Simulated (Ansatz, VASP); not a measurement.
# Ge (Germanium) in two plane-wave programs

Wanted: the spread between two codes on one cell, functional and k mesh. The cell is taken from a series of VASP runs on this material, whose earlier steps may have relaxed, scaled or displaced it; both programs get it as it stands. Valence electrons are named where the data sets of a main pair hold unlike numbers.

Method: plane waves, with VASP 6.6.1 beside it; band structure at r2SCAN, single point at r2SCAN and band structure at r2SCAN, spin-orbit coupling, in Ansatz 0.2.0.

## (1) Set-up

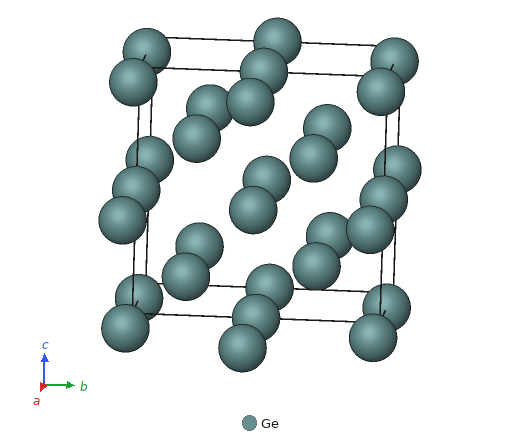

The cell as given, slightly off an axis (germanium teal). 2×1×1 cells are drawn. This picture shows the conventional cell, with its axes. Some periodic images of atoms are drawn too.

Coordinates:

```cif
data_structure
_symmetry_space_group_name_H-M 'P 1'
_symmetry_Int_Tables_number 1
_cell_length_a 4.0044
_cell_length_b 4.0044
_cell_length_c 4.0044
_cell_angle_alpha 60.000
_cell_angle_beta 60.000
_cell_angle_gamma 60.000
_cell_volume 45.40
loop_
_atom_site_label
_atom_site_type_symbol
_atom_site_fract_x
_atom_site_fract_y
_atom_site_fract_z
_atom_site_occupancy
Ge1 Ge 0.00000 0.00000 0.00000 1
Ge2 Ge 0.25000 0.25000 0.25000 1
```

## (2) Ansatz: band structure, r2SCAN

Ansatz runs on its default PAW (the set named soft_2) files.

The same path points are solved in both programs, so levels can be compared one by one.

input.yaml

```yaml
crystal:
  lattice:
    - [0.0, 2.8315135721, 2.8315135721]
    - [2.8315135721, 0.0, 2.8315135721]
    - [2.8315135721, 2.8315135721, 0.0]
  atoms:
    - { symbol: Ge, position: [0.0, 0.0, 0.0] }
    - { symbol: Ge, position: [0.25, 0.25, 0.25] }
hamiltonian:
  xc: r2scan
  pseudopotentials: { kind: paw }
kpoints:
  mp_grid: { grid: [6, 6, 6] }
  band_path:
    path:
      - [0.0, 0.0, 0.0]
      - [0.16667, 0.0, 0.16667]
      - [0.33333, 0.0, 0.33333]
      - [0.5, 0.0, 0.5]
      - [0.5, 0.08333, 0.58333]
      - [0.5, 0.18333, 0.68333]
      - [0.5, 0.25, 0.75]
      - [0.45, 0.3, 0.75]
      - [0.40833, 0.34167, 0.75]
      - [0.35, 0.35, 0.7]
      - [0.225, 0.225, 0.45]
      - [0.075, 0.075, 0.15]
      - [0.03333, 0.03333, 0.03333]
      - [0.23333, 0.23333, 0.23333]
      - [0.4, 0.4, 0.4]
      - [0.51667, 0.46667, 0.51667]
      - [0.55833, 0.38333, 0.55833]
      - [0.60833, 0.28333, 0.60833]
      - [0.60833, 0.25, 0.64167]
      - [0.55833, 0.25, 0.69167]
      - [0.51667, 0.25, 0.73333]
      - [0.5, 0.3, 0.7]
      - [0.5, 0.38333, 0.61667]
      - [0.5, 0.48333, 0.51667]
      - [0.475, 0.475, 0.55]
      - [0.425, 0.425, 0.65]
      - [0.38333, 0.38333, 0.73333]
      - [0.59167, 0.18333, 0.59167]
      - [0.55, 0.1, 0.55]
      - [0.5, 0.0, 0.5]
    npoints: 1
scf:
  occupations: { method: gaussian, width: 0.05 }
  n_extra_bands: 7
output:
  forces: true
  stress: true
  eigenvalues: true
```

Launch:

```
$ ansatz run input.yaml --threads 2 --pin off --max-ram 4608MiB --backend cpu --events-out ev --progress --plain --runs-dir out
```

Numbers of over 12 decimals in the logs are rounded to 6 here.

The log of the run:

```text
scf.n_extra_bands = 7 over 14 filled bands (N_el = 28.0): the run solves 21 bands
Engine: ansatz 0.2.0, aarch64-unknown-linux-gnu
Pseudopotentials: kind: paw
Pseudopotential: Ge, paw, valence charge 14, recommended cutoff 500 eV (meta_gga), Ge.paw.azcp
Functional definition: r2SCAN
  parameter k0 = 0.174
  parameter k1 = 0.065
  parameter a1 = 4.9479
  exchange = r2scan_x(k0 = k0, k1 = k1, a1 = a1)
  correlation = r2scan_c
Crystal: 2 atoms, lattice volume = 45.403 Å³
Basis set: ecut = 500 eV, 1139 PW (Γ), exchange–correlation on 120×120×120 points (64 copies of the dense FFT grid, shifted against one another)
Bands: 21, of which v1, the nominal top of the filled ones, is band 14 counted from 1 (13 counted from 0)
Symmetry: 48 space group operations
Space group: Fd-3m (ITA 227), of the structure as read, at distance tolerance 3.6e-5 Å
k-points: 16 of 216
Non-local potential: Ge, projectors of the file, l = 0: 2, l = 1: 2, l = 2: 3, l = 3: 1
PAW form: soft (Blöchl's): semilocal exchange-correlation on the pseudo side does not see the compensation charge
PAW frozen core: Ge, regenerated for the run's functional (the file was generated under x = pbe(κ = 0.804, μ = 0.219515), c = pbe(β = 0.066725))
PAW one-centre angular grid: Ge, 590 points (default); XC on 160 Gauss nodes
Initial density: superposition of atomic densities (neutral atoms: chi_scale 0, normalization atom), corrected by the library's trained network
Initial wavefunctions: pseudopotential atomic-orbital guess
Functional: x = r2scan, c = r2scan; τ floored in thin density (d = 2e-4 eV/Å³)
SCF iter   1: F=—  HF=-8605.764182 eV  |F-HF|=—  |Δ(HF+E_count)|=         —  Δρ=6.78e-3  dr2=6.48e-3  dr2_τ=4.67e-3  ethr=1.77e-3  ⟨swp⟩=6.0  Hψ=1605  notcnv=0  defer=1
preconditioner: auto → none  [insulator: Δε(μ)=0.365 eV  Ē_g=27.089 eV  σ=0.050 eV  W_gap=1.00  n_scr=14 (ndim 8)  ℏωp=29.2 eV  f_vac=0.078  D(μ)=0.00/eV (n_scr^D=0)  ε∞_Penn≈2.2]
SCF iter   2: F=—  HF=-8605.774428 eV  |F-HF|=—  |Δ(HF+E_count)|=   1.02e-2  Δρ=1.60e-3  dr2=5.31e-4  dr2_τ=2.20e-5  ethr=2.31e-5  ⟨swp⟩=2.0  Hψ=763  notcnv=0  defer=37
SCF iter   3: F=—  HF=-8605.774464 eV  |F-HF|=—  |Δ(HF+E_count)|=   3.57e-5  Δρ=1.12e-3  dr2=1.69e-4  dr2_τ=2.30e-6  ethr=1.90e-6  ⟨swp⟩=2.0  Hψ=459  notcnv=0  defer=37
SCF iter   4: F=—  HF=-8605.774528 eV  |F-HF|=—  |Δ(HF+E_count)|=   6.41e-5  Δρ=5.13e-5  dr2=8.43e-7  dr2_τ=1.97e-8  ethr=6.05e-7  ⟨swp⟩=2.0  Hψ=396  notcnv=0  defer=37
SCF iter   5: F=—  HF=-8605.774530 eV  |F-HF|=—  |Δ(HF+E_count)|=   2.53e-6  Δρ=9.06e-6  dr2=2.02e-8  dr2_τ=2.63e-10  ethr=3.01e-9  ⟨swp⟩=2.0  Hψ=523  notcnv=0  defer=37
SCF iter   6: F=-8605.774530 eV  HF=-8605.774530 eV  |F-HF|=3.18e-10  |Δ(HF+E_count)|=   1.09e-8  Δρ=1.07e-6  dr2=2.60e-10  dr2_τ=1.46e-11  ethr=7.20e-11  ⟨swp⟩=6.4  Hψ=1299  notcnv=0
SCF 1 converged in 6 iterations: F = -8605.774530 eV  dr2 = 2.60e-10
  greatest PAW one-centre occupation: 0.998 electrons in one spin orbital (limit 2), on the Ge atom at site 1 (counted from 0), in its partial waves of l = 2
NSCF: frozen V_eff on 30 k-points
SCF converged after 6 iterations
Free energy (F): -8605.774530 eV
Harris-Foulkes:  -8605.774530 eV  (|F-HF|=3.18e-10)
Internal energy: -8605.774530 eV  (E = F + TS)
E sigma→0 (E₀):  -8605.774530 eV
Fermi energy:    8.560812 eV
--- Per-component energies (eV) ---
  E_band       = -318.334873
  E_kinetic    = 222.221483
  E_local      = -4948.513211  (includes V_loc(G=0)·N_el)
  E_nonlocal   = 840.266356
  E_hartree    = 2173.894576
  E_xc         = -138.253033
  E_vxc        = -135.871171  (∫ρ·V_xc dr)
  E_paw        = -4068.555316  (= ΣΔE_a)
  E_vpaw       = -651.844888  (= ΣTr[D̂ρ^β])
  E_aug_tail   = 0.000038  (compensation charges beyond the density's cutoff)
  E_vtau       = 7.616865  (kinetic-family band-sum trace: ∫τ·v_τ [+ j·A + Jᵃ·Aᵃ] dr)
  E_ewald      = -2684.663892
  E_core_change = -2.171532  (= ΣΔE_core)
  E_smearing   = -0.000000  (= −TS)
  E_closure    = -0.000000  (closes the sum)
  Σ components = -8605.774530   (vs F -8605.774530, Δ=0.00e0)
--- Forces (eV/Å), atoms counted from 1 ---
  atom   1  Ge     0.00000000     0.00000000     0.00000000
  atom   2  Ge     0.00000000     0.00000000     0.00000000
  max |Σ_I F_I| component: 5.55e-17 eV/Å
--- Stress (GPa, compression-positive) ---
        0.338427       0.000000       0.000000
       -0.000000       0.338427       0.000000
        0.000000       0.000000       0.338427
  P = ⅓ Tr σ = 0.3384 GPa (3.384 kbar)
--- Band table (eV; the first three rows and the last of 16) ---
  k-point 0: bands = [... 10 lower, -4.9287, 8.3483, 8.3483, 8.3483, 8.7669, 11.0718, 11.0718, 11.0718, ... 3 higher]
  k-point 1: bands = [... 10 lower, -4.5763, 5.1557, 7.8017, 7.8017, 9.5840, 11.7990, 11.7990, 12.8676, ... 3 higher]
  k-point 2: bands = [... 10 lower, -3.5995, 2.0838, 7.1220, 7.1220, 9.0320, 12.3734, 12.3734, 15.8919, ... 3 higher]
  k-point 15: bands = [... 10 lower, -0.7749, -0.7749, 4.4824, 4.4824, 11.3324, 11.3324, 15.3637, 15.3637, ... 3 higher]
```

Wall time 3.4 s (2 threads of Arm Neoverse N1, shared host); peak memory 0.4 GiB.

## (3) VASP: band structure, r2SCAN

The same cell, functional, mesh and smearing now go to VASP, with its own data sets.

Lines of VASP's logs that name or quote its potential files are left out, and so is its time.

INCAR

```
SYSTEM = Ge
PREC = Accurate
ENCUT = 410
EDIFF = 1E-06
NELM = 100
ISMEAR = 0
SIGMA = 0.05
LREAL = .FALSE.
ALGO = Normal
METAGGA = R2SCAN
LASPH = .TRUE.
NBANDS = 26
LORBIT = 11
LWAVE = .FALSE.
LCHARG = .FALSE.
KPAR = 2
```

POSCAR

```
Ge
1.0
    0.0000000000      2.8315135721      2.8315135721
    2.8315135721      0.0000000000      2.8315135721
    2.8315135721      2.8315135721      0.0000000000
Ge
2
Direct
    0.0000000000      0.0000000000      0.0000000000
    0.2500000000      0.2500000000      0.2500000000
```

KPOINTS

```
Automatic mesh
0
Gamma
6 6 6
0 0 0
```

KPOINTS_OPT

```
Line mode
16
Line-mode
Reciprocal
  0.00000000   0.00000000   0.00000000 GAMMA
  0.50000000   0.00000000   0.50000000 X

  0.50000000   0.00000000   0.50000000 X
  0.50000000   0.25000000   0.75000000 W

  0.50000000   0.25000000   0.75000000 W
  0.37500000   0.37500000   0.75000000 K

  0.37500000   0.37500000   0.75000000 K
  0.00000000   0.00000000   0.00000000 GAMMA

  0.00000000   0.00000000   0.00000000 GAMMA
  0.50000000   0.50000000   0.50000000 L

  0.50000000   0.50000000   0.50000000 L
  0.62500000   0.25000000   0.62500000 U

  0.62500000   0.25000000   0.62500000 U
  0.50000000   0.25000000   0.75000000 W

  0.50000000   0.25000000   0.75000000 W
  0.50000000   0.50000000   0.50000000 L

  0.50000000   0.50000000   0.50000000 L
  0.37500000   0.37500000   0.75000000 K

  0.62500000   0.25000000   0.62500000 U
  0.50000000   0.00000000   0.50000000 X
```

The projector-augmented-wave data sets are Ge_d (PBE family, release 64).

Launch:

```
$ mpirun -np 2 vasp_std
```

The log of the run:

```text
[banner, memory and clock lines left out]
running    2 mpi-ranks, on    1 nodes
 distrk:  each k-point on    1 cores,    2 groups
 distr:  one band on    1 cores,    1 groups

 POSCAR found type information on POSCAR Ge
 POSCAR found :  1 types and       2 ions
|                                                                             |
|               ----> ADVICE to this user running VASP <----                  |
|                                                                             |
|     You enforced a specific xc type in the INCAR file but a different       |
|     [... a line on the potential file left out ...]
|     I HOPE YOU KNOW WHAT YOU ARE DOING!                                     |
|                                                                             |

 LDA part: xc-table for (None), standard interpolation
 POSCAR, INCAR and KPOINTS ok, starting setup
 FFT: planning ... GRIDC
 FFT: planning ... GRID_SOFT
 FFT: planning ... GRID
 WAVECAR not read
 entering main loop
       N       E                     dE             d eps       ncg     rms          rms(c)
DAV:   1     0.167459673416E+03    0.16746E+03   -0.11913E+04  1064   0.267E+03
DAV:   2    -0.254409710997E+01   -0.17000E+03   -0.16206E+03   840   0.537E+02
DAV:   3    -0.295518066565E+02   -0.27008E+02   -0.26805E+02   932   0.117E+02
DAV:   4    -0.303848759938E+02   -0.83307E+00   -0.83256E+00   918   0.240E+01
DAV:   5    -0.303965752332E+02   -0.11699E-01   -0.11698E-01  1004   0.305E+00    0.338E+00
DAV:   6    -0.277180358927E+02    0.26785E+01   -0.28773E-01   876   0.738E+00    0.196E+00
DAV:   7    -0.276996856873E+02    0.18350E-01   -0.82656E-02  1088   0.333E+00    0.259E-01
DAV:   8    -0.276990918642E+02    0.59382E-03   -0.55836E-03  1112   0.990E-01    0.107E-01
DAV:   9    -0.276992227199E+02   -0.13086E-03   -0.64431E-03  1116   0.142E+00    0.675E-02
DAV:  10    -0.276989662087E+02    0.25651E-03   -0.44072E-04  1138   0.329E-01    0.319E-02
DAV:  11    -0.276988857348E+02    0.80474E-04   -0.26992E-04  1214   0.268E-01    0.447E-03
DAV:  12    -0.276988882555E+02   -0.25207E-05   -0.16355E-05   984   0.398E-02    0.338E-03
DAV:  13    -0.276988912224E+02   -0.29669E-05   -0.47919E-07   702   0.778E-03    0.156E-03
DAV:  14    -0.276988917661E+02   -0.54373E-06   -0.24079E-07   472   0.799E-03
   1 F= -.27698892E+02 E0= -.27698892E+02  d E =-.279847E-09
 Start KPOINTS_OPT (optional k-point list driver)
k-point batch [1-16\160]
       N       E                     dE             ncg
DAV:   1    -0.355946388197E+04   -0.10524E+05     1016
DAV:   2    -0.619529997596E+04   -0.26358E+04      848
DAV:   3    -0.660719678961E+04   -0.41190E+03      898
DAV:   4    -0.661907902535E+04   -0.11882E+02      932
DAV:   5    -0.661924320819E+04   -0.16418E+00      928
DAV:   6    -0.661924719922E+04   -0.39910E-02      916
DAV:   7    -0.661924734137E+04   -0.14214E-03      952
DAV:   8    -0.661924734739E+04   -0.60230E-05      872
DAV:   9    -0.661924734761E+04   -0.22045E-06      532
[...]
k-point batch [145-160\160]
       N       E                     dE             ncg
DAV:   1    -0.358426655585E+04   -0.18713E+05     1044
DAV:   2    -0.633213783961E+04   -0.27479E+04      832
DAV:   3    -0.676299681636E+04   -0.43086E+03     1012
DAV:   4    -0.677530273214E+04   -0.12306E+02      940
DAV:   5    -0.677547347006E+04   -0.17074E+00      974
DAV:   6    -0.677547784896E+04   -0.43789E-02      898
DAV:   7    -0.677547801468E+04   -0.16572E-03      990
DAV:   8    -0.677547802206E+04   -0.73783E-05      852
DAV:   9    -0.677547802235E+04   -0.29040E-06      550
```

Parts of OUTCAR (step 3):

```text
ion  position               nearest neighbor table
   1  0.000  0.000  0.000-   2 2.45   2 2.45   2 2.45   2 2.45
   2  0.250  0.250  0.250-   1 2.45   1 2.45   1 2.45   1 2.45

  LATTYP: Found a face centered cubic cell.
 ALAT       =     5.6630271442

 Subroutine GETGRP returns: Found 48 space group operations
 (whereof 24 operations were pure point group operations)

The static configuration has the point symmetry T_d .
 The point group associated with its full space group is O_h .

 Found     16 irreducible k-points:

   k-points           NKPTS =     16   k-points in BZ     NKDIM =     16   number of bands    NBANDS=     26

   dimension x,y,z NGX =    28 NGY =   28 NGZ =   28
   dimension x,y,z NGXF=    56 NGYF=   56 NGZF=   56

   ENCUT  =  410.0 eV  30.13 Ry    5.49 a.u.   6.61  6.61  6.61*2*pi/ulx,y,z

   NELECT =      28.0000    total number of electrons

 k-points in reciprocal lattice and weights: Automatic mesh
   0.00000000  0.00000000  0.00000000       0.005
   0.16666667  0.00000000  0.00000000       0.037
   0.33333333  0.00000000  0.00000000       0.037
   0.50000000  0.00000000  0.00000000       0.019
   0.16666667  0.16666667  0.00000000       0.028
   0.33333333  0.16666667  0.00000000       0.111
   0.50000000  0.16666667  0.00000000       0.111
  -0.33333333  0.16666667  0.00000000       0.111
  -0.16666667  0.16666667  0.00000000       0.056
[...]
-0.33333333  0.33333333  0.16666667       0.111
  -0.33333333  0.50000000  0.16666667       0.056

 average (electrostatic) potential at core
       1 -79.4579       2 -79.4579

 E-fermi :   4.9724

 k-point     1 :       0.0000    0.0000    0.0000
  band No.  band energies     occupation
    ...
     10     -20.4307      2.00000
     11      -8.5015      2.00000
     12       4.7800      2.00000
     13       4.7801      2.00000
     14       4.7801      2.00000
     15       5.1581      0.00000
     16       7.4910      0.00000
     17       7.4911      0.00000
     18       7.4911      0.00000
     19      11.8295      0.00000
    ...

 k-point     2 :       0.1667    0.0000    0.0000
  band No.  band energies     occupation
    ...
     10     -20.4190      2.00000
     11      -8.1493      2.00000
     12       1.5769      2.00000
     13       4.2321      2.00000
     14       4.2322      2.00000
     15       5.9906      0.00000
     16       8.2192      0.00000
     17       8.2193      0.00000
     18       9.2823      0.00000
     19      13.2088      0.00000
    ...

 k-point     3 :       0.3333    0.0000    0.0000
  band No.  band energies     occupation
    ...
     10     -20.4095      2.00000
     11      -7.1732      2.00000
     12      -1.4917      2.00000
     13       3.5517      2.00000
     14       3.5518      2.00000
     15       5.4414      0.00000
     16       8.7966      0.00000
     17       8.7967      0.00000
     18      12.3012      0.00000
     19      13.2412      0.00000
    ...

  Total        0.0124075      0.0124075      0.0124075      0.0000000     -0.0000000     -0.0000000
  in kB        0.4378338      0.4378338      0.4378338      0.0000000     -0.0000000     -0.0000000
  external PRESSURE =       0.4378338 kB  Pullay stress =       0.0000000 kB

  energy-cutoff  :      410.00
  volume of cell :       45.40
      direct lattice vectors                 reciprocal lattice vectors
     0.000000000  2.831513572  2.831513572    -0.176584003  0.176584003  0.176584003
     2.831513572  0.000000000  2.831513572     0.176584003 -0.176584003  0.176584003
     2.831513572  2.831513572  0.000000000     0.176584003  0.176584003 -0.176584003

 POSITION                                       TOTAL-FORCE (eV/Angst)
 -----------------------------------------------------------------------------------
      0.00000      0.00000      0.00000         0.000000      0.000000      0.000000
      1.41576      1.41576      1.41576        -0.000000     -0.000000     -0.000000
 -----------------------------------------------------------------------------------
    total drift:                                0.000000      0.000000      0.000000

  FREE ENERGIE OF THE ION-ELECTRON SYSTEM (eV)
  ---------------------------------------------------
  free  energy   TOTEN  =       -27.6988917661 eV

  energy  without entropy=      -27.6988917658  energy(sigma->0) =      -27.69889177

 total charge
# of ion       s       p       d       tot
------------------------------------------
    1        1.098   1.296  10.022  12.416
    2        1.098   1.296  10.022  12.416
--------------------------------------------------
tot          2.196   2.592  20.044  24.832

[... 3 further parts left out ...]
```

Spin-orbit coupling is off here; it would split degenerate levels, and it lifts a valence top of Ge p states by about 0.1 eV.

## (4) Comparison

Known differences besides the potentials themselves: VASP keeps PBE cores, Ansatz makes them for the functional; the cutoff is 500 eV in Ansatz and 410 eV in VASP. Total energies have different zeros and are not compared.

Both answers:

```
                                        quantity  Ansatz   VASP  difference
                                  pressure (GPa)    0.34   0.04       +0.29
pressure without Ansatz's Pulay correction (GPa)    0.29   0.04       +0.24
                   gap over the path points (eV)   0.419  0.378      +0.041
```

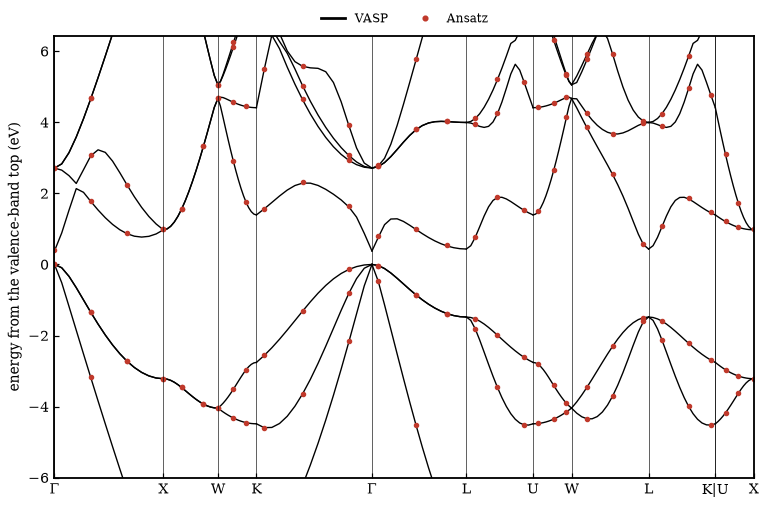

Bands from VASP (lines) and levels from Ansatz (dots). Dots without a line are higher empty bands that the VASP plot leaves out.

Levels at points of the path, from each program's valence-band top (eV; 3 filled, then empty):

```csv
k (reciprocal lattice),Ansatz,VASP
0.000 0.000 0.000,0.00 0.00 0.00 0.42 2.72 2.72,0.00 0.00 0.00 0.38 2.71 2.71
0.167 0.000 0.167,-3.17 -1.34 -1.34 1.78 3.08 4.67,-3.18 -1.35 -1.35 1.77 3.06 4.66
0.333 0.000 0.333,-6.36 -2.72 -2.72 0.87 2.25 7.76,-6.37 -2.73 -2.73 0.86 2.23 7.75
0.500 0.000 0.500,-9.20 -3.21 -3.21 0.98 0.98 10.10,-9.21 -3.22 -3.22 0.97 0.97 10.08
0.500 0.083 0.583,-9.17 -3.46 -3.46 1.56 1.56 9.10,-9.18 -3.46 -3.46 1.55 1.55 9.08
0.500 0.183 0.683,-9.11 -3.93 -3.93 3.33 3.33 6.58,-9.12 -3.93 -3.93 3.32 3.32 6.57
0.500 0.250 0.750,-9.10 -4.04 -4.04 4.69 4.69 5.06,-9.10 -4.04 -4.04 4.67 4.67 5.06
0.450 0.300 0.750,-8.74 -4.32 -3.51 2.92 4.58 6.11,-8.75 -4.32 -3.51 2.91 4.56 6.10
0.408 0.342 0.750,-8.61 -4.45 -2.96 1.76 4.46 7.20,-8.61 -4.45 -2.96 1.75 4.44 7.19
0.350 0.350 0.700,-8.30 -4.59 -2.56 1.57 5.49 7.19,-8.31 -4.59 -2.56 1.56 5.47 7.17
```

Among the levels compared at these points, filled levels agree within 13 meV and empty ones within 41 meV. Ansatz's pressure holds a Pulay correction of 0.05 GPa; VASP's holds none.

## (5) Further runs

Further runs change the set-up of one program: Ansatz's method, potentials or start, or VASP's data sets, cutoff or form of LDA. The table gives Ansatz less VASP for each quantity, since a change that brings one quantity closer may part another.

```
                              run  pressure (GPa)  gap over the path points (eV)
                         as above            0.29                          0.041
Ansatz's all-electron LAPW method            0.36                          0.046
```

(Part 1 of 2 ends here.)

[Lines on the potential files, build, host, timing and source positions are cut from VASP's logs without a mark.]

[Logs are printed without paths, hosts, clocks, repeated set-up lines and the standing remarks that a program may print on its own settings, such as how far it seeks lower states.]

[Hosts, paths, dates, database ids (printed as entryN), source tags and the programs' standing remarks are cut or masked in the printed files.]
